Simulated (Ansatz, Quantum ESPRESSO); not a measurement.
# Charging W(110), 5 layers, part 2 of 6

Aim: potential against charge for W(110), 5 layers facing a metal electrode, and the capacitance that follows.

Quantum ESPRESSO 7.5; plane-wave DFT, PBE, GBRV ultrasoft pseudopotentials; geometry by Ansatz 0.2.0 with PAW datasets.

So far. Step 2 (Relaxation with Ansatz): The relaxation lowers the energy by 3 meV an atom. Held were the atoms numbered 1, 2 and 3; the forces quoted are those on the free ones.

## Step 3: Self-consistent run: charge -0.0212 e

ESM with bc3 puts vacuum below and a metal electrode at the cell's upper end, z = c/2, which holds the counter charge and sets the zero of potential. tot_charge counts missing electrons, so a negative value adds electrons. The energies and forces that the log prints for charged cells are not used here.

Level of this step: plane-wave DFT, PBE, GBRV ultrasoft pseudopotentials (Quantum ESPRESSO 7.5).

q0.in

```
&control
  prefix = 'q0'
  outdir = './out'
  pseudo_dir = './pseudo'
  calculation = 'scf'
  tprnfor = .true.
/
&system
  ibrav = 0
  nat = 5
  ntyp = 1
  ecutwfc = 40
  ecutrho = 200
  occupations = 'smearing'
  smearing = 'mv'
  degauss = 0.02
  assume_isolated = 'esm'
  esm_bc = 'bc3'
  tot_charge = -0.0212
/
&electrons
  conv_thr = 1e-08
  mixing_beta = 0.4
  electron_maxstep = 120
  mixing_mode = 'local-TF'
/
ATOMIC_SPECIES
  W   183.8400  w_pbe_v1.2.uspp.F.UPF
CELL_PARAMETERS angstrom
  2.23445742850000 -1.58000000000000 0.00000000000000
  2.23445742850000 1.58000000000000 0.00000000000000
  0.00000000000000 0.00000000000000 23.93782971420000
ATOMIC_POSITIONS crystal
  W   0.000000000000 0.000000000000 -0.165711356364
  W   0.500000000000 0.500000000000 -0.072367162064
  W   0.000000000000 0.000000000000 0.020977032236
  W   0.500000000000 0.500000000000 0.115999558582
  W   0.000000000000 0.000000000000 0.207486237877
K_POINTS automatic
  10 10 1 0 0 0
```

On the command line:

```sh
> OMP_NUM_THREADS=1 mpirun -n 4 pw.x -nk 4 -in q0.in > q0.out
```

Log:

```text
Program PWSCF v.7.5 starts
[citation notice left out]

     Parallel version (MPI & OpenMP), running on       4 processor cores
     Number of MPI processes:                 4
     Threads/MPI process:                     1

     MPI processes distributed on     1 nodes
[...]
Current dimensions of program PWSCF are:
     Max number of different atomic species (ntypx) = 10
     Max number of k-points (npk) =  40000
     Max angular momentum in pseudopotentials (lmaxx) =  4
     Message from routine setup:
     using ibrav=0 with symmetry is DISCOURAGED, use correct ibrav instead

     K-points division:     npool     =       4
     Subspace diagonalization in iterative solution of the eigenvalue problem:
     a serial algorithm will be used

     G-vector sticks info
     --------------------
     sticks:   dense  smooth     PW     G-vecs:    dense   smooth      PW
     Sum         399     321     99                54489    38971    7303

     Using Slab Decomposition

     bravais-lattice index     =            0
     lattice parameter (alat)  =       5.1715  a.u.
     unit-cell volume          =    1140.6188 (a.u.)^3
     number of atoms/cell      =            5
     number of atomic types    =            1
     number of electrons       =        70.02
     number of Kohn-Sham states=           42
     kinetic-energy cutoff     =      40.0000  Ry
     charge density cutoff     =     200.0000  Ry
     scf convergence threshold =      1.0E-08
     mixing beta               =       0.4000
     number of iterations used =            8  local-TF  mixing
     Exchange-correlation= SLA  PW   PBE  PBE
                           (   1   4   3   4   0   0   0)

     Effective Screening Medium Method
     =================================
     Boundary Conditions: Vacuum-Slab-Metal
     total charge in unit cell        =  -0.0212
     grid points for fit at edges     =        4

     celldm(1)=   5.171501  celldm(2)=   0.000000  celldm(3)=   0.000000
     celldm(4)=   0.000000  celldm(5)=   0.000000  celldm(6)=   0.000000

     crystal axes: (cart. coord. in units of alat)
               a(1) = (   0.816497  -0.577350   0.000000 )
               a(2) = (   0.816497   0.577350   0.000000 )
               a(3) = (   0.000000   0.000000   8.747160 )

     reciprocal axes: (cart. coord. in units 2 pi/alat)
               b(1) = (  0.612372 -0.866025  0.000000 )
               b(2) = (  0.612372  0.866025 -0.000000 )
               b(3) = ( -0.000000  0.000000  0.114323 )

     PseudoPot. # 1 for W  read from file:
     ./pseudo/w_pbe_v1.2.uspp.F.UPF
     Pseudo is Ultrasoft + core correction, Zval = 14.0
     Generated by new atomic code, or converted to UPF format
     Using radial grid of  923 points,  8 beta functions with:
                l(1) =   0
                l(2) =   0
                l(3) =   0
                l(4) =   1
                l(5) =   1
                l(6) =   2
                l(7) =   2
                l(8) =   3
     Q(r) pseudized with  6 coefficients,  rinner =    1.350   1.350   1.350
                                                       1.350   1.350   1.350
                                                       1.350

     atomic species   valence    mass     pseudopotential
     W                14.00   183.84000     W ( 1.00)

      4 Sym. Ops. (no inversion) found

   Cartesian axes

     site n.     atom                  positions (alat units)
         1        W      tau(   1) = (   0.0000000   0.0000000  -1.4495037  )
         2        W      tau(   2) = (   0.8164966   0.0000000  -0.6330071  )
         3        W      tau(   3) = (   0.0000000   0.0000000   0.1834895  )
         4        W      tau(   4) = (   0.8164966   0.0000000   1.0146667  )
         5        W      tau(   5) = (   0.0000000   0.0000000   1.8149153  )

     number of k points=    31  Marzari-Vanderbilt smearing, width (Ry)=  0.0200
                       cart. coord. in units 2pi/alat
        k(    1) = (   0.0000000   0.0000000   0.0000000), wk =   0.0200000
        k(    2) = (   0.0612372   0.0866025   0.0000000), wk =   0.0800000
        k(    3) = (   0.1224745   0.1732051   0.0000000), wk =   0.0800000
        k(    4) = (   0.1837117   0.2598076   0.0000000), wk =   0.0800000
        k(    5) = (   0.2449490   0.3464102   0.0000000), wk =   0.0800000
        k(    6) = (  -0.3061862  -0.4330127   0.0000000), wk =   0.0400000
        k(    7) = (   0.1224745  -0.0000000   0.0000000), wk =   0.0400000
        k(    8) = (   0.1837117   0.0866025   0.0000000), wk =   0.0800000
        k(    9) = (   0.2449490   0.1732051   0.0000000), wk =   0.0800000
        k(   10) = (   0.3061862   0.2598076   0.0000000), wk =   0.0800000
[...]
k(   31) = (  -0.6123724   0.0000000   0.0000000), wk =   0.0200000

     Dense  grid:    54489 G-vectors     FFT dimensions: (  24,  24, 216)

     Smooth grid:    38971 G-vectors     FFT dimensions: (  24,  24, 192)

     Estimated max dynamical RAM per process >     153.31 MB

     Estimated total dynamical RAM >     573.32 MB

     Initial potential from superposition of free atoms

     starting charge      69.4983, renormalised to      70.0212

     negative rho (up, down):  3.212E-01 0.000E+00
     Starting wfcs are   65 randomized atomic wfcs

     total cpu time spent up to now is        2.5 secs

     per-process dynamical memory:    67.8 Mb

     Self-consistent Calculation

     iteration #  1     ecut=    40.00 Ry     beta= 0.40
     Davidson diagonalization with overlap
     ethr =  1.00E-02,  avg # of iterations =  1.4

     negative rho (up, down):  3.223E-01 0.000E+00

     total cpu time spent up to now is        6.2 secs

     total energy              =    -795.32028613 Ry
     estimated scf accuracy    <      11.15471696 Ry

     iteration #  2     ecut=    40.00 Ry     beta= 0.40
[...]
negative rho (up, down):  3.252E-01 0.000E+00

[...]
total energy              =    -795.39495152 Ry
     estimated scf accuracy    <       1.10596340 Ry

     iteration #  3     ecut=    40.00 Ry     beta= 0.40
[...]
negative rho (up, down):  3.257E-01 0.000E+00

[...]
total energy              =    -795.41823601 Ry
     estimated scf accuracy    <       0.11854548 Ry

     iteration #  4     ecut=    40.00 Ry     beta= 0.40
[...]
c_bands:  4 eigenvalues not converged
     c_bands:  1 eigenvalues not converged
[...]
negative rho (up, down):  3.278E-01 0.000E+00
[...]
negative rho (up, down):  3.307E-01 0.000E+00

[...]
total energy              =    -795.47515716 Ry
     estimated scf accuracy    <       0.02107420 Ry

     iteration # 11     ecut=    40.00 Ry     beta= 0.40
[...]
negative rho (up, down):  3.317E-01 0.000E+00

[...]
total energy              =    -795.47570933 Ry
     estimated scf accuracy    <       0.00842217 Ry

     iteration # 12     ecut=    40.00 Ry     beta= 0.40
[...]
negative rho (up, down):  3.333E-01 0.000E+00

[...]
total energy              =    -795.47839088 Ry
     estimated scf accuracy    <       0.00536674 Ry

     iteration # 13     ecut=    40.00 Ry     beta= 0.40
[...]
c_bands:  3 eigenvalues not converged
     c_bands:  3 eigenvalues not converged
     c_bands:  2 eigenvalues not converged
[...]
negative rho (up, down):  3.319E-01 0.000E+00

[...]
total energy              =    -795.47823995 Ry
     estimated scf accuracy    <       0.01253220 Ry

     iteration # 14     ecut=    40.00 Ry     beta= 0.40
[...]
c_bands:  2 eigenvalues not converged
[...]
negative rho (up, down):  3.323E-01 0.000E+00

[...]
total energy              =    -795.47839146 Ry
     estimated scf accuracy    <       0.00036062 Ry

[...]
iteration # 26     ecut=    40.00 Ry     beta= 0.40
[...]
c_bands:  2 eigenvalues not converged
[...]
negative rho (up, down):  3.330E-01 0.000E+00

[...]
total energy              =    -795.47565572 Ry
     estimated scf accuracy    <       0.00000042 Ry

     iteration # 27     ecut=    40.00 Ry     beta= 0.40
[...]
negative rho (up, down):  3.330E-01 0.000E+00

[...]
total energy              =    -795.47564784 Ry
     estimated scf accuracy    <       0.00000016 Ry

     iteration # 28     ecut=    40.00 Ry     beta= 0.40
[...]
negative rho (up, down):  3.330E-01 0.000E+00

[...]
total energy              =    -795.47565687 Ry
     estimated scf accuracy    <       0.00000024 Ry

     iteration # 29     ecut=    40.00 Ry     beta= 0.40
[...]
negative rho (up, down):  3.330E-01 0.000E+00

[...]
total energy              =    -795.47562940 Ry
     estimated scf accuracy    <       0.00000049 Ry

     iteration # 30     ecut=    40.00 Ry     beta= 0.40
[...]
negative rho (up, down):  3.330E-01 0.000E+00

[...]
total energy              =    -795.47562359 Ry
     estimated scf accuracy    <       0.00000006 Ry

     iteration # 31     ecut=    40.00 Ry     beta= 0.40
[...]
negative rho (up, down):  3.330E-01 0.000E+00

[...]
total energy              =    -795.47560886 Ry
     estimated scf accuracy    <       0.00000001 Ry

     iteration # 32     ecut=    40.00 Ry     beta= 0.40
[...]
negative rho (up, down):  3.330E-01 0.000E+00

[...]
total energy              =    -795.47560595 Ry
     estimated scf accuracy    <       0.00000002 Ry

     iteration # 33     ecut=    40.00 Ry     beta= 0.40
[...]
negative rho (up, down):  3.330E-01 0.000E+00

[...]
End of self-consistent calculation

          k = 0.0000 0.0000 0.0000 (  4845 PWs)   bands (ev):

   -76.4668 -76.4302 -76.3729 -76.2042 -76.1715 -41.2126 -40.9722 -40.6178
   -40.4092 -40.3070 -40.2756 -40.1359 -40.0841 -40.0822 -40.0686 -40.0507
   -39.9046 -39.8748 -39.7368 -39.7148 -11.5348 -10.4613  -9.1379  -8.3987
    -8.3577  -5.6992  -5.2465  -4.5325  -4.0013  -3.8844  -3.6749  -3.6019
    -3.5148  -3.4517  -3.0741  -2.3812  -2.0360  -1.6667  -0.5856  -0.4352
    -0.3165  -0.2613

          k = 0.0612 0.0866 0.0000 (  4843 PWs)   bands (ev):

   -76.4580 -76.4230 -76.3682 -76.1983 -76.1657 -41.1801 -40.9625 -40.6541
   -40.4455 -40.3517 -40.3053 -40.1469 -40.1248 -40.1200 -40.1094 -40.0833
   -39.9493 -39.9177 -39.7787 -39.7565 -11.1849 -10.1329  -8.8092  -8.0470
    -8.0000  -5.6224  -5.1994  -4.5070  -4.2953  -4.0402  -3.8681  -3.7572
    -3.6824  -3.2199  -2.8071  -2.7499  -2.2149  -1.6955  -0.8137  -0.7045
    -0.3619  -0.3127

          k = 0.1225 0.1732 0.0000 (  4869 PWs)   bands (ev):

   -76.4343 -76.4043 -76.3563 -76.1828 -76.1506 -41.0940 -40.9595 -40.7810
   -40.6014 -40.5134 -40.3551 -40.2725 -40.2538 -40.1861 -40.1535 -40.1092
   -40.0713 -40.0424 -39.8206 -39.7968 -10.2464  -9.3166  -8.0845  -7.1995
    -7.1934  -5.4825  -5.2030  -4.7913  -4.6147  -4.4448  -4.2265  -4.0354
    -3.8976  -3.4966  -3.3126  -2.1834  -1.9596  -0.9548  -0.8245  -0.7533
    -0.5934  -0.3536

          k = 0.1837 0.2598 0.0000 (  4893 PWs)   bands (ev):

   -76.4032 -76.3807 -76.3436 -76.1637 -76.1318 -41.0599 -41.0439 -40.9161
   -40.8703 -40.6523 -40.4937 -40.4364 -40.3979 -40.2635 -40.1969 -40.1826
   -40.1191 -40.0672 -39.8362 -39.8109  -9.0616  -8.5348  -7.7185  -6.8831
    -6.6070  -5.3980  -5.2723  -5.0978  -4.8217  -4.5412  -4.3068  -4.2544
    -4.0351  -3.4552  -3.4107  -0.8840  -0.8610  -0.7496  -0.3970  -0.3420
    -0.0533   0.1956

          k = 0.2449 0.3464 0.0000 (  4898 PWs)   bands (ev):

   -76.3756 -76.3602 -76.3370 -76.1482 -76.1166 -41.2281 -41.1846 -41.1085
   -40.8884 -40.7888 -40.5920 -40.4791 -40.4330 -40.3538 -40.3139 -40.1719
   -40.0992 -40.0845 -39.8434 -39.8172  -8.2818  -8.2772  -7.7149  -7.0841
    -6.6315  -5.6649  -5.5337  -5.2028  -5.1530  -4.9008  -4.3423  -3.5992
    -3.4218  -2.3014  -2.0368  -0.5833  -0.3228  -0.2604   0.0601   0.1601
     0.2518   0.3698

          k =-0.3062-0.4330 0.0000 (  4896 PWs)   bands (ev):

   -76.3642 -76.3497 -76.3379 -76.1422 -76.1108 -41.3027 -41.2419 -41.2040
   -40.9171 -40.8581 -40.5246 -40.4462 -40.4421 -40.4230 -40.4054 -40.1510
   -40.1101 -40.0831 -39.8460 -39.8189  -8.2803  -8.2144  -7.6030  -7.1911
    -6.6811  -5.7760  -5.6431  -5.3333  -5.2898  -5.1170  -4.0309  -3.3753
    -2.9005  -1.6413  -1.0175  -0.4046  -0.3632  -0.2630   0.0649   0.1071
     0.3952   0.8338

[...]
the Fermi energy is    -2.1603 ev

!    total energy              =    -795.47560825 Ry
     estimated scf accuracy    <          5.4E-09 Ry
     smearing contrib. (-TS)   =      -0.00183716 Ry
     internal energy E=F+TS    =    -795.47377108 Ry

     The total energy is F=E-TS. E is the sum of the following terms:
     one-electron contribution =  -88844.71846926 Ry
     hartree contribution      =   44401.03767883 Ry
     xc contribution           =    -206.01186679 Ry
     ewald contribution        =   43854.21888613 Ry

     convergence has been achieved in  33 iterations

     negative rho (up, down):  3.330E-01 0.000E+00

     Forces acting on atoms (cartesian axes, Ry/au):

     atom    1 type  1   force =     0.00000000    0.00000000    0.01323275
     atom    2 type  1   force =     0.00000000    0.00000000   -0.02630187
     atom    3 type  1   force =     0.00000000    0.00000000    0.01294288
     atom    4 type  1   force =     0.00000000    0.00000000   -0.00157748
     atom    5 type  1   force =     0.00000000    0.00000000    0.00194428

     Total force =     0.032260     Total SCF correction =     0.000657

[...]
=------------------------------------------------------------------------------=
   JOB DONE.
=------------------------------------------------------------------------------=
[...]
```

It took 3 min on 4 MPI ranks of Arm Neoverse V1, shared host; peak memory 0.7 GiB; 12 min of CPU time.

Numbers from this step:

| Property | Result |
| --- | --- |
| Fermi energy | -2.160 eV |
| vacuum line at the lower end of the cell, over the Fermi level | 4.901 eV |
| slope of the potential above | -0.5400 eV/Å |
| vacuum line at the upper end of the cell, over the Fermi level | 2.162 eV |

The potential energy, planar mean oscillates, so the rows of the table below give means over windows of 2.27 Å about each position, cut where the curve ends. Its maxima inside the range that stand out by 2 % of the span (Å: eV): -2.9: -2.83, -0.7: -3.09, 1.7: -2.63, 3.9: -3.26, 7.4: 4.36. Its minima: -4.0: -15.3, -1.8: -15.9, 0.6: -15.8, 2.8: -15.9, 5.0: -15.3.

Electrostatic potential energy of an electron; zero at the Fermi level. Potential energy, planar mean against z; means over each step:

```tsv
z (Å)	potential energy, planar mean (eV)
-10.84	4.90
-8.57	4.90
-6.30	4.14
-4.03	-8.96
-1.76	-9.72
0.51	-9.66
2.78	-9.73
5.05	-8.94
7.32	3.85
9.59	3.44
```

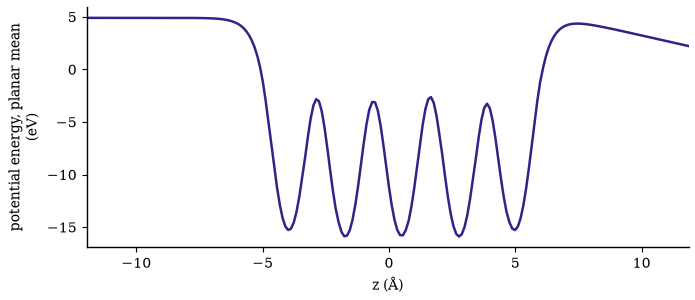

Potential energy, planar mean against z.

The program's own clock; routines nest. Time by routine:

```tsv
routine	wall time (s)	calls
PWSCF	180.3	1
electrons	177	1
c_bands	141.9	33
cegterg	121.8	265
h_psi	81.96	1996
fftw	64.33	75580
vloc_psi	60.86	1996
sum_band	18.85	33
calbec	14.08	2292
add_vuspsi	10.46	1996
h_psi:calbec	10.39	1996
s_psi	10.35	1996
mix_rho	10.13	33
ffts	6.53	3749
```

The run needed 33 iterations to bring the estimated error under 1e-08 Ry.

Inside the slab this potential holds the local part of the pseudopotentials, which can be repulsive at the nuclei; only its value in the vacuum has a meaning of its own.

Gauss's law asks for a slope of 180.95 q/A = -0.543 eV/Å in the gap; the run gives -0.540.

## Step 4: Self-consistent run: charge -0.0106 e

The charge is stepped; where the run before has converged, its density is the start.

q1.in, as its differences from the input of step 3:

```diff
@@ -1,3 +1,3 @@
 &control
-  prefix = 'q0'
+  prefix = 'q1'
   outdir = './out'
@@ -18,3 +18,3 @@
   esm_bc = 'bc3'
-  tot_charge = -0.0212
+  tot_charge = -0.0106
 /
@@ -25,2 +25,3 @@
   mixing_mode = 'local-TF'
+  startingpot = 'file'
 /
```

On the command line:

```sh
> cp -r out/q0.save out/q1.save
> OMP_NUM_THREADS=1 mpirun -n 4 pw.x -nk 4 -in q1.in > q1.out
```

Log:

```text
[banner, memory and clock lines left out]
Program PWSCF v.7.5 starts
[...]
Message from routine setup:
[...]
number of electrons       =        70.01
     number of Kohn-Sham states=           42
     kinetic-energy cutoff     =      40.0000  Ry
     charge density cutoff     =     200.0000  Ry
[...]
number of k points=    31  Marzari-Vanderbilt smearing, width (Ry)=  0.0200
[...]
Dense  grid:    54489 G-vectors     FFT dimensions: (  24,  24, 216)
[...]
The initial density is read from file :
[...]
negative rho (up, down):  3.330E-01 0.000E+00
     Starting wfcs are   65 randomized atomic wfcs
[...]
negative rho (up, down):  3.335E-01 0.000E+00
[...]
estimated scf accuracy    <       3.69984357 Ry
[...]
negative rho (up, down):  3.335E-01 0.000E+00
[...]
estimated scf accuracy    <       0.18342766 Ry
[...]
negative rho (up, down):  3.335E-01 0.000E+00
[...]
estimated scf accuracy    <       0.03064415 Ry
[...]
negative rho (up, down):  3.328E-01 0.000E+00
[...]
estimated scf accuracy    <       0.02670219 Ry
[...]
negative rho (up, down):  3.327E-01 0.000E+00
[...]
estimated scf accuracy    <       0.00168216 Ry
[...]
negative rho (up, down):  3.326E-01 0.000E+00
[...]
estimated scf accuracy    <       0.02702429 Ry
[...]
negative rho (up, down):  3.323E-01 0.000E+00
[...]
estimated scf accuracy    <       0.00584132 Ry
[...]
negative rho (up, down):  3.323E-01 0.000E+00
[...]
estimated scf accuracy    <       0.00087110 Ry
[...]
negative rho (up, down):  3.325E-01 0.000E+00
[...]
estimated scf accuracy    <       0.00012324 Ry
[...]
negative rho (up, down):  3.326E-01 0.000E+00
[...]
estimated scf accuracy    <       0.00591473 Ry
[...]
negative rho (up, down):  3.328E-01 0.000E+00
[...]
estimated scf accuracy    <       0.00048426 Ry
[...]
negative rho (up, down):  3.328E-01 0.000E+00
[...]
estimated scf accuracy    <       0.00029651 Ry
[...]
negative rho (up, down):  3.329E-01 0.000E+00
[...]
estimated scf accuracy    <       0.00014875 Ry
[...]
negative rho (up, down):  3.330E-01 0.000E+00
[...]
estimated scf accuracy    <       0.00004035 Ry
[...]
negative rho (up, down):  3.330E-01 0.000E+00
[...]
estimated scf accuracy    <       0.00001002 Ry
[...]
negative rho (up, down):  3.330E-01 0.000E+00
[...]
estimated scf accuracy    <       0.00000272 Ry
[...]
negative rho (up, down):  3.330E-01 0.000E+00
[...]
estimated scf accuracy    <       0.00000188 Ry
[...]
negative rho (up, down):  3.330E-01 0.000E+00
[...]
estimated scf accuracy    <       0.00000165 Ry
[...]
negative rho (up, down):  3.331E-01 0.000E+00
[...]
estimated scf accuracy    <       0.00000347 Ry
[...]
negative rho (up, down):  3.331E-01 0.000E+00
[...]
estimated scf accuracy    <       0.00000084 Ry
[...]
negative rho (up, down):  3.331E-01 0.000E+00
[...]
estimated scf accuracy    <       0.00000015 Ry
[...]
negative rho (up, down):  3.331E-01 0.000E+00
[...]
estimated scf accuracy    <       0.00000008 Ry
[...]
negative rho (up, down):  3.331E-01 0.000E+00
[...]
estimated scf accuracy    <       0.00000007 Ry
[...]
negative rho (up, down):  3.331E-01 0.000E+00
[...]
estimated scf accuracy    <       0.00000002 Ry
[...]
negative rho (up, down):  3.331E-01 0.000E+00
[...]
estimated scf accuracy    <       0.00000001 Ry
[...]
negative rho (up, down):  3.331E-01 0.000E+00
[...]
the Fermi energy is    -3.4863 ev
!    total energy              =    -795.47329547 Ry
     estimated scf accuracy    <          5.8E-09 Ry
     smearing contrib. (-TS)   =      -0.00184814 Ry
     internal energy E=F+TS    =    -795.47144733 Ry
[...]
one-electron contribution =  -88837.89893728 Ry
     hartree contribution      =   44394.21690725 Ry
     xc contribution           =    -206.00830343 Ry
     ewald contribution        =   43854.21888613 Ry
     convergence has been achieved in  26 iterations
     negative rho (up, down):  3.331E-01 0.000E+00
[...]
Total force =     0.032342     Total SCF correction =     0.000668
[...]
```

The job ended after 2.6 min (4 MPI ranks; peak memory 0.69 GiB).

Numbers from this step:

```
Fermi energy                                                   : -3.486 eV
vacuum line at the lower end of the cell, over the Fermi level : 4.903 eV
slope of the potential above                                   : -0.2700 eV/Å
vacuum line at the upper end of the cell, over the Fermi level : 3.487 eV
```

The electrode's potential over the Fermi level goes from 2.162 to 3.487 eV, the far face's from 4.901 to 4.903 eV.

(Continued in part 3 of 6.)

[Logs are printed without paths, hosts, clocks, repeated set-up lines and the standing remarks that a program may print on its own settings, such as how far it seeks lower states.]

[Hosts, paths, dates, database ids (printed as entryN), source tags and the programs' standing remarks are cut or masked in the printed files.]

[Maps of the electrostatic potential energy from Ansatz leave out the sawtooth potential of an applied field or a dipole correction, so their vacuum need not be flat; planar profiles and work functions include it.]
